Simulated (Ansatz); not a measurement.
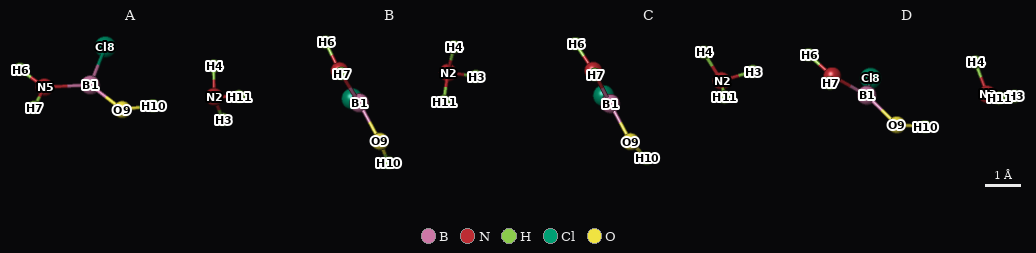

4 geometries from one relaxation of BN₂H₆OCl, in shuffled order. The picture is a ball-and-stick view, seen at a tilt.

The run prepares an end point of a later path (reaction) calculation, from a guessed geometry.

These are results of Ansatz 0.2.0, RHF/6-31G*, not measurements. Settings: no spin polarisation; force threshold 0.03 eV/Å; at most 50 steps.

> Order the frames from highest to lowest energy.

B, C, D, A. They are steps 0, 23, 30, 40, at +0.483 eV, +0.358 eV, +0.176 eV relative to the last. The largest move after the best rigid fit is that of H10, 1.98 Å. Largest moves by element: H 1.98 Å, Cl 1.75 Å, N 1.17 Å, O 1.03 Å, B 0.70 Å. Some distances before and after: B1–O9 1.382 → 1.335 Å, N2–H11 1.025 → 1.003 Å, B1–Cl8 1.800 → 1.820 Å, O9–H10 0.947 → 0.962 Å. Among the angles between lasting bonds that change: B1–O9–H10 112.9° → 116.9°, N5–B1–Cl8 119.9° → 117.1°. After 34 accepted moves (40 points after the start) the energy has fallen by 0.483 eV. Largest force component: 1.1 eV/Å at the start, 0.012 eV/Å at the end. The line search rejected the trial steps at points 7, 9, 12, 21, 22, 36 of the run. The forces were under the threshold at step 8, but the run went on from there. Cost: 110 s on 1 thread of Arm Neoverse V1, on a shared host, peak memory 0.17 GiB.

Limits of the set-up: the start holds two separate molecules, 2.2 Å apart at their closest, whose relative position is a soft coordinate and is computed without a dispersion correction; Hartree-Fock leaves out electron correlation.
